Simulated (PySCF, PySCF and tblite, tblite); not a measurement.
# acetophenone (C₈H₈O): conformers and averaged spectra

Which conformers does acetophenone (C₈H₈O) (`CC(=O)c1ccccc1`) populate, and what do their averaged NMR parameters look like?

Computed with tblite 0.8.0 (tight binding) and PySCF 2.14.0 (DFT, with response routines of our own); each step states its level. Atoms count from 0 throughout.

## 1. The molecule as given

17 atoms, charge 0, multiplicity 1; geometry from: MMFF94s geometry.

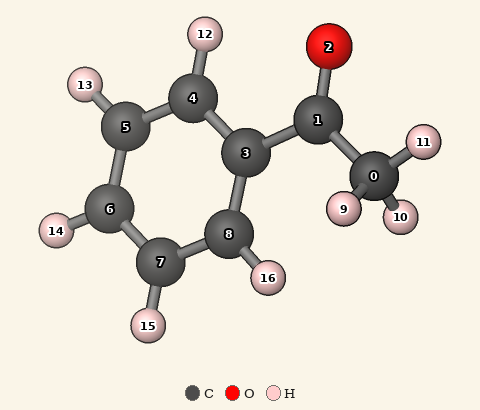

The starting geometry (carbon dark grey, oxygen red, hydrogen pink), atoms numbered.

## 2. GFN2-xTB relaxation, conformer 1

What the job is given:

```
{"job": {"xc": "GFN2-xTB", "basis": "xTB", "kind": "relax"}, "charge": 0, "multiplicity": 1}
C     -2.644300     0.208300    -0.577500
C     -1.632300    -0.765600    -0.081800
O     -1.934600    -1.923400     0.231300
C     -0.207900    -0.320100     0.052800
C      0.736800    -1.251700     0.539300
C      2.071900    -0.881200     0.670100
C      2.481200     0.415100     0.340800
C      1.553600     1.340600    -0.119900
C      0.210600     0.966700    -0.265500
H     -2.729700     1.064600     0.105500
H     -2.404300     0.533400    -1.591400
H     -3.635300    -0.281000    -0.609100
H      0.429200    -2.261400     0.801500
H      2.806900    -1.603600     1.035800
H      3.520200     0.708100     0.456300
H      1.863100     2.345100    -0.367200
H     -0.492200     1.718200    -0.631100
```

Launch:

```console
OMP_NUM_THREADS=1 python ens_run.py task.json out
```

One launch serves the whole session.

Standard output:

```text
step      E/eV     max force
  0    -686.92031    2.035
  1    -686.95219    2.033
  2    -686.98336    0.333
  3    -686.98990    0.224
  4    -686.99662    0.137
  5    -686.99768    0.088
  6    -686.99938    0.138
  7    -687.00045    0.103
  8    -687.00124    0.076
  9    -687.00175    0.055
 10    -687.00224    0.076
 11    -687.00265    0.064
 12    -687.00295    0.043
 13    -687.00313    0.028
 14    -687.00313    0.028
 15    -687.00319    0.025
 16    -687.00330    0.034
 17    -687.00333    0.024
 18    -687.00339    0.040
 19    -687.00347    0.038
 20    -687.00352    0.019
 21    -687.00356    0.015
 22    -687.00360    0.019
 23    -687.00362    0.016
 24    -687.00365    0.015
 25    -687.00368    0.015
 26    -687.00372    0.022
 27    -687.00376    0.023
 28    -687.00378    0.013
 29    -687.00379    0.012
 30    -687.00380    0.010
 31    -687.00380    0.005
 32    -687.00381    0.004
```

Wall time 0.35 s (1 thread of Intel Xeon Platinum 8259CL at 2.50GHz, shared host).

The energy fell by 0.084 eV, and the atoms moved 0.03 Å (root mean square).

## 3. DFT optimisation, start 1: PBE0-D3(BJ)/def2-SVP

What the job is given:

```
{"job": {"kind": "geom", "xc": "PBE0", "basis": "def2-SVP", "d3": "d3bj", "grid": 1, "maxiter": 40}, "charge": 0, "multiplicity": 1}
C     -2.630099     0.203839    -0.569795
C     -1.614789    -0.791433    -0.063014
O     -1.930656    -1.923242     0.229929
C     -0.209258    -0.324093     0.061238
C      0.803085    -1.276623    -0.065019
C      2.131280    -0.914552     0.039082
C      2.468885     0.409277     0.270894
C      1.472573     1.364140     0.397513
C      0.141297     1.004825     0.294622
H     -2.674786     1.064077     0.094365
H     -2.355750     0.544052    -1.565861
H     -3.606985    -0.271237    -0.608733
H      0.517325    -2.302215    -0.245856
H      2.904540    -1.661762    -0.060024
H      3.506508     0.697809     0.352988
H      1.735987     2.396131     0.577856
H     -0.616937     1.765296     0.397495
```

Standard output:

```text
step      E/eV     max force
  0    -10454.06498   0.5303
  1    -10454.11936   0.4558
  2    -10454.13966   0.7813
  3    -10454.13510   0.5305
  4    -10454.14922   0.3871
  5    -10454.15635   0.1682
  6    -10454.16277   0.2972
  7    -10454.14949   1.3289
  8    -10454.16650   0.1680
  9    -10454.16903   0.0651
 10    -10454.17020   0.0811
 11    -10454.17056   0.0529
 12    -10454.17079   0.0690
 13    -10454.17107   0.0783
 14    -10454.17148   0.0488
 15    -10454.17172   0.0181
```

Run time: 4 min. Hardware: 1 thread of Intel Xeon Platinum 8259CL at 2.50GHz, shared host; peak memory 0.67 GiB.

Gain 0.107 eV; displacement 0.30 Å root mean square.

## 4. Shieldings, conformer 1: PBE0/pcSseg-1 in chloroform

What the job is given:

```
{"job": {"xc": "PBE0", "basis": "pcSseg-1", "solvent": "chloroform", "kind": "nmr", "pop": true}, "charge": 0, "multiplicity": 1}
C     -2.685314     0.229489    -0.373762
C     -1.590837    -0.804915    -0.285807
O     -1.838794    -1.986451    -0.387314
C     -0.183317    -0.339359    -0.070433
C      0.821824    -1.311833     0.007917
C      2.146502    -0.941736     0.205626
C      2.482107     0.408060     0.328034
C      1.489284     1.383575     0.251925
C      0.161345     1.012271     0.052983
H     -2.731281     0.834127     0.545192
H     -2.503990     0.921157    -1.211609
H     -3.643371    -0.282545    -0.523443
H      0.526287    -2.358325    -0.091365
H      2.924653    -1.706005     0.264731
H      3.523350     0.700715     0.483645
H      1.750718     2.439891     0.347493
H     -0.606946     1.786172    -0.006132
```

Standard output:

```text
coarse grid: 14736 points
cycle   1  E = -384.2171613965  dE =  1.464e+00  |g| = 7.801e-01  |ddm| = 4.043e+00
cycle   2  E = -383.9267888599  dE =  2.904e-01  |g| = 1.467e+00  |ddm| = 2.871e+00
cycle   3  E = -384.3350664036  dE = -4.083e-01  |g| = 1.557e-01  |ddm| = 2.184e+00
cycle   4  E = -384.3406468365  dE = -5.580e-03  |g| = 4.717e-02  |ddm| = 1.928e-01
cycle   5  E = -384.3411402994  dE = -4.935e-04  |g| = 1.359e-02  |ddm| = 5.849e-02
cycle   6  E = -384.3411817065  dE = -4.141e-05  |g| = 4.574e-03  |ddm| = 1.392e-02
cycle   7  E = -384.3411868889  dE = -5.182e-06  |g| = 1.315e-03  |ddm| = 4.719e-03
final grid: 143848 points
cycle   8  E = -384.4056894465  dE = -3.335e-05  |g| = 1.267e-02  |ddm| = 6.295e-02
cycle   9  E = -384.4056253734  dE =  6.407e-05  |g| = 2.249e-02  |ddm| = 3.537e-02
cycle  10  E = -384.4057223630  dE = -9.699e-05  |g| = 2.474e-03  |ddm| = 2.445e-02
cycle  11  E = -384.4057236416  dE = -1.279e-06  |g| = 3.199e-04  |ddm| = 2.320e-03
cycle  12  E = -384.4057236593  dE = -1.771e-08  |g| = 1.889e-04  |ddm| = 5.047e-04
cycle  13  E = -384.4057236690  dE = -9.639e-09  |g| = 3.845e-05  |ddm| = 2.147e-04
cycle  14  E = -384.4057236693  dE = -3.400e-10  |g| = 1.143e-05  |ddm| = 4.589e-05
converged SCF energy = -384.4057236693

GIAO shielding tensors (ppm)
atom      isotropic    diamagn.    paramagn.     s11        s22        s33       span
  0 C      156.130     252.688     -96.558    138.557    143.135    186.698     48.141
  1 C      -17.688     245.089    -262.777   -103.277    -47.552     97.767    201.044
  2 O     -277.690     401.986    -679.676   -824.955   -358.945    350.829   1175.784
  3 C       45.158     263.849    -218.691    -47.237     20.253    162.458    209.695
  4 C       50.644     249.966    -199.322    -56.469     22.495    185.906    242.375
  5 C       50.123     254.444    -204.321    -59.520     33.324    176.565    236.085
  6 C       44.117     254.215    -210.097    -69.383     25.442    176.292    245.675
  7 C       50.215     253.642    -203.427    -60.693     34.938    176.400    237.093
  8 C       48.608     252.357    -203.749    -52.388     23.932    174.280    226.668
  9 H       28.290      29.669      -1.378     24.294     28.679     31.898      7.605
 10 H       28.304      29.544      -1.240     24.354     28.615     31.944      7.590
 11 H       29.032      27.047       1.985     25.170     27.897     34.030      8.861
 12 H       22.790      32.834     -10.044     18.224     23.130     27.016      8.792
 13 H       23.471      29.532      -6.061     19.851     24.106     26.457      6.606
 14 H       23.406      29.075      -5.669     20.222     23.602     26.393      6.171
 15 H       23.505      30.067      -6.562     20.044     23.896     26.574      6.530
 16 H       23.123      33.588     -10.465     19.146     22.261     27.962      8.816
```

Wall time 38 s (1 thread of Intel Xeon Platinum 8259CL at 2.50GHz, shared host); peak memory 1.1 GiB.

This run: HOMO -7.51 eV, LUMO -1.68 eV; dipole 3.91 D.

## 5. Single-point energy, conformer 1: PBE0/def2-SVPD in chloroform

The job, as its differences from that of step 4:

```diff
@@ -1,2 +1,2 @@
-{"job": {"xc": "PBE0", "basis": "pcSseg-1", "solvent": "chloroform", "kind": "nmr", "pop": true}, "charge": 0, "multiplicity": 1}
+{"job": {"xc": "PBE0", "basis": "def2-SVPD", "solvent": "chloroform", "kind": "sp"}, "charge": 0, "multiplicity": 1}
 C     -2.685314     0.229489    -0.373762
```

Standard output:

```text
coarse grid: 14736 points
cycle   1  E = -384.0092657598  dE =  1.379e+00  |g| = 7.505e-01  |ddm| = 2.043e+01
cycle   2  E = -383.7122077430  dE =  2.971e-01  |g| = 1.447e+00  |ddm| = 5.348e+00
cycle   3  E = -384.1238594019  dE = -4.117e-01  |g| = 1.463e-01  |ddm| = 3.078e+00
cycle   4  E = -384.1288591634  dE = -5.000e-03  |g| = 4.737e-02  |ddm| = 8.047e-01
cycle   5  E = -384.1293849573  dE = -5.258e-04  |g| = 1.181e-02  |ddm| = 2.546e-01
cycle   6  E = -384.1294164554  dE = -3.150e-05  |g| = 4.204e-03  |ddm| = 4.905e-02
cycle   7  E = -384.1294208932  dE = -4.438e-06  |g| = 1.221e-03  |ddm| = 1.468e-02
final grid: 143848 points
cycle   8  E = -384.1928883443  dE = -4.227e-05  |g| = 1.179e-02  |ddm| = 5.813e-01
cycle   9  E = -384.1928304378  dE =  5.791e-05  |g| = 2.084e-02  |ddm| = 1.330e-01
cycle  10  E = -384.1929184014  dE = -8.796e-05  |g| = 2.332e-03  |ddm| = 4.821e-02
cycle  11  E = -384.1929195871  dE = -1.186e-06  |g| = 3.220e-04  |ddm| = 8.682e-03
cycle  12  E = -384.1929196059  dE = -1.880e-08  |g| = 1.850e-04  |ddm| = 2.308e-03
cycle  13  E = -384.1929196154  dE = -9.497e-09  |g| = 4.099e-05  |ddm| = 9.664e-04
cycle  14  E = -384.1929196158  dE = -4.108e-10  |g| = 1.210e-05  |ddm| = 2.211e-04
converged SCF energy = -384.1929196158
```

It took 27 s on 1 thread of Intel Xeon Platinum 8259CL at 2.50GHz, shared host; peak memory 0.99 GiB.

Key values: HOMO -7.54 eV, LUMO -1.74 eV; dipole 4.08 D.

## 6. Couplings, conformer 1: B3LYP/pcSseg-1+pcJ-1

The job, as its differences from that of step 5:

```diff
@@ -1,2 +1,2 @@
-{"job": {"xc": "PBE0", "basis": "def2-SVPD", "solvent": "chloroform", "kind": "sp"}, "charge": 0, "multiplicity": 1}
+{"job": {"xc": "B3LYP", "basis": {"default": "pcSseg-1", "H": "pcJ-1"}, "nuclei": ["H", "F", "P", "Si", "B"], "kind": "j"}, "charge": 0, "multiplicity": 1}
 C     -2.685314     0.229489    -0.373762
```

Standard output:

```text
coarse grid: 14736 points
cycle   1  E = -384.6307722909  dE =  1.397e+00  |g| = 8.764e-01  |ddm| = 3.873e+00
cycle   2  E = -384.1082396420  dE =  5.225e-01  |g| = 1.834e+00  |ddm| = 4.231e+00
cycle   3  E = -384.7752205285  dE = -6.670e-01  |g| = 2.399e-01  |ddm| = 3.482e+00
cycle   4  E = -384.7882821349  dE = -1.306e-02  |g| = 7.451e-02  |ddm| = 2.997e-01
cycle   5  E = -384.7894712099  dE = -1.189e-03  |g| = 2.517e-02  |ddm| = 8.745e-02
cycle   6  E = -384.7896221876  dE = -1.510e-04  |g| = 8.552e-03  |ddm| = 2.812e-02
cycle   7  E = -384.7896411349  dE = -1.895e-05  |g| = 2.238e-03  |ddm| = 8.862e-03
cycle   8  E = -384.7896422817  dE = -1.147e-06  |g| = 5.855e-04  |ddm| = 3.611e-03
final grid: 143848 points
cycle   9  E = -384.8731757161  dE = -5.258e-05  |g| = 7.052e-03  |ddm| = 4.824e-02
cycle  10  E = -384.8731582105  dE =  1.751e-05  |g| = 1.173e-02  |ddm| = 1.649e-02
cycle  11  E = -384.8731862025  dE = -2.799e-05  |g| = 2.773e-03  |ddm| = 1.372e-02
cycle  12  E = -384.8731876797  dE = -1.477e-06  |g| = 2.033e-04  |ddm| = 3.208e-03
cycle  13  E = -384.8731876833  dE = -3.680e-09  |g| = 1.567e-04  |ddm| = 3.890e-04
cycle  14  E = -384.8731876896  dE = -6.258e-09  |g| = 4.787e-05  |ddm| = 1.958e-04
cycle  15  E = -384.8731876902  dE = -6.056e-10  |g| = 1.287e-05  |ddm| = 5.700e-05
converged SCF energy = -384.8731876902

Indirect spin-spin couplings (Hz)
  i      j    bonds     total        FC       PSO       DSO        SD
  9 H   10 H    2    -19.768   -19.769     2.246    -2.245         -
  9 H   11 H    2    -13.653   -13.538     2.397    -2.512         -
  9 H   13 H    6     -0.220    -0.061     0.720    -0.879         -
  9 H   16 H    5      0.232    -0.139    -1.783     2.154         -
 10 H   11 H    2    -13.813   -13.700     2.394    -2.507         -
 10 H   13 H    6     -0.220    -0.062     0.719    -0.877         -
 10 H   16 H    5      0.244    -0.118    -1.742     2.104         -
 12 H   13 H    3      8.904     9.094     0.121    -0.311         -
 12 H   14 H    4      0.950     1.255     1.445    -1.749         -
 12 H   15 H    5      0.393     0.704     1.458    -1.769         -
 12 H   16 H    4      1.416     1.745     1.506    -1.835         -
 13 H   14 H    3      8.195     8.419     0.194    -0.418         -
 13 H   15 H    4      0.801     1.123     1.494    -1.816         -
 13 H   16 H    5      0.411     0.729     1.450    -1.768         -
 14 H   15 H    3      8.289     8.521     0.183    -0.415         -
 14 H   16 H    4      0.706     1.011     1.438    -1.743         -
 15 H   16 H    3      8.715     8.912     0.011    -0.209         -
```

It took 45 s on 1 thread of Intel Xeon Platinum 8259CL at 2.50GHz, shared host; peak memory 1 GiB.

In short: HOMO -7.10 eV, LUMO -1.82 eV; dipole 3.10 D.

## 7. The ensemble: properties at PBE0/pcSseg-1 in chloroform

What the job is given:

```
{"job": {"study": "conf", "smiles": "CC(=O)c1ccccc1", "search": {"seed": 986, "n_embed": 90, "ff_keep": 14, "window": 3.0, "nmax": 8, "temps": [220, 260, 298.15, 340, 380], "t_ref": 298.15, "order": 0.0005, "geom": true}, "level": {"nmr": {"xc": "PBE0", "basis": "pcSseg-1", "solvent": "chloroform"}, "sp": {"xc": "PBE0", "basis": "def2-SVPD", "solvent": "chloroform"}, "j": {"xc": "B3LYP", "basis": {"default": "pcSseg-1", "H": "pcJ-1"}, "nuclei": ["H", "F", "P", "Si", "B"], "top": 4}}, "kind": "conf"}, "charge": 0, "multiplicity": 1}
C     -2.685314     0.229489    -0.373762
C     -1.590837    -0.804915    -0.285807
O     -1.838794    -1.986451    -0.387314
C     -0.183317    -0.339359    -0.070433
C      0.821824    -1.311833     0.007917
C      2.146502    -0.941736     0.205626
C      2.482107     0.408060     0.328034
C      1.489284     1.383575     0.251925
C      0.161345     1.012271     0.052983
H     -2.731281     0.834127     0.545192
H     -2.503990     0.921157    -1.211609
H     -3.643371    -0.282545    -0.523443
H      0.526287    -2.358325    -0.091365
H      2.924653    -1.706005     0.264731
H      3.523350     0.700715     0.483645
H      1.750718     2.439891     0.347493
H     -0.606946     1.786172    -0.006132
```

Standard output:

```text
conformer  sym    E(xTB)   E(DFT)   G(298.15 K)  weight  dipole/D
    1     Cs      0.000    0.000    0.000   1.0000    4.081

mean shielding (ppm) by class
class atoms           220 K      260 K   298.15 K      340 K      380 K
  0 C  0             156.13     156.13     156.13     156.13     156.13
  1 C  1            -17.688    -17.688    -17.688    -17.688    -17.688
  2 O  2            -277.69    -277.69    -277.69    -277.69    -277.69
  3 C  3             45.158     45.158     45.158     45.158     45.158
  4 C  4,8           49.626     49.626     49.626     49.626     49.626
  5 C  5,7           50.169     50.169     50.169     50.169     50.169
  6 C  6             44.117     44.117     44.117     44.117     44.117
  7 H  9,10,11       28.542     28.542     28.542     28.542     28.542
  8 H  12,16         22.956     22.956     22.956     22.956     22.956
  9 H  13,15         23.488     23.488     23.488     23.488     23.488
 10 H  14            23.406     23.406     23.406     23.406     23.406
```

It took 1.9 min on 1 thread of Intel Xeon Platinum 8259CL at 2.50GHz, shared host. This counts the runs that the step sums up.

The search (ETKDG and KDG, MMFF94s, GFN2-xTB) embedded 90 structures, kept 1 distinct ones after the force field and 1 after xTB; 1 was carried on (window 3.0 kcal/mol at the search's own energies). Energies: PBE0/def2-SVPD in chloroform with D3(BJ).

The conformers at 298 K:

```
no.  group  mirror pair  ΔE xTB  ΔE DFT    ΔG  weight (%)  μ (D)  O2–C1–C3–C4 (°)     A, B, C (GHz)
  1     Cs           no    0.00    0.00  0.00       100.0   4.08                0  3.70, 1.22, 0.92
```

Energies in kcal/mol. ΔG holds xTB vibrations and rotation, symmetry numbers and mirror pairs.

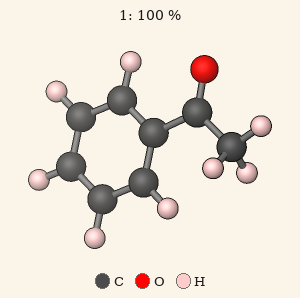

The one conformer.

Shifts against references run at the same level (13C TMS 185.2, 17O H2O 341.0, 1H TMS 31.25 ppm of shielding), by class of atoms, at 298 K:

| atoms | environment | average | measured |
| --- | --- | --- | --- |
| C1 | ketone carbonyl carbon | 202.9 | – |
| C6 | aromatic CH | 141.0 | – |
| C3 | substituted aromatic carbon | 140.0 | – |
| C4, C8 | aromatic CH | 135.5 | – |
| C5, C7 | aromatic CH | 135.0 | – |
| C0 | methyl carbon α to a carbonyl | 29.0 | 25.7 |
| H12, H16 | hydrogen on an aromatic CH | 8.29 | 7.95 |
| H14 | hydrogen on an aromatic CH | 7.84 | 7.55 |
| H13, H15 | hydrogen on an aromatic CH | 7.76 | 7.45 |
| H9, H10, H11 | hydrogen on a methyl carbon α to a carbonyl | 2.70 | 2.59 |
| O2 | ketone oxygen | 618.7 | – |

Measured: solution, not stated in the table (CDCl3 in this author's series); The use of chemical shift calculations in the conformational analysis of substituted benzenes, New J. Chem. 2019 (ESI); solution, not stated per compound (mostly CDCl3 or CCl4); Pretsch, Buehlmann, Badertscher, Structure Determination of Organic Compounds, 4th ed. (2009).

Couplings (Hz, B3LYP/pcSseg-1+pcJ-1; one pair named for each class, the eight largest averages at most for each number of bonds), from conformers that hold 100 % of the weight:

```csv
pair,bonds,average
H9–H10,2,-15.7
H12–H13,3,8.8
H13–H14,3,8.2
H12–H16,4,1.4
H12–H14,4,0.8
H13–H15,4,0.8
```

Effective distances for nuclear Overhauser effects, ⟨r⁻⁶⟩^(−1/6) as a mean over all pairs of two classes, so longer than the nearest pair where a class holds remote atoms (Å): H13···H14 2.49; H12···H13 2.79; H9···H12 2.85.

## 8. Summary of results

```
                                         quantity                                                 value
                                       conformers  1; the first in weight is no. 1 (Cs), 100 % at 298 K
                          root-mean-square dipole                                                4.08 D
averaged 13C shifts (PBE0/pcSseg-1 in chloroform)           202.9, 141.0, 140.0, 135.5, 135.0, 29.0 ppm
 averaged 1H shifts (PBE0/pcSseg-1 in chloroform)                            8.29, 7.84, 7.76, 2.70 ppm
```

In words: The search found one conformer in the window, so the averages are its own values. Against 4 measured 1H shifts the average misses by 0.26 ppm. Against 1 measured 13C shift the average misses by 3.3 ppm. Vibration is missing from the shifts, so part of that gap is not the functional's.
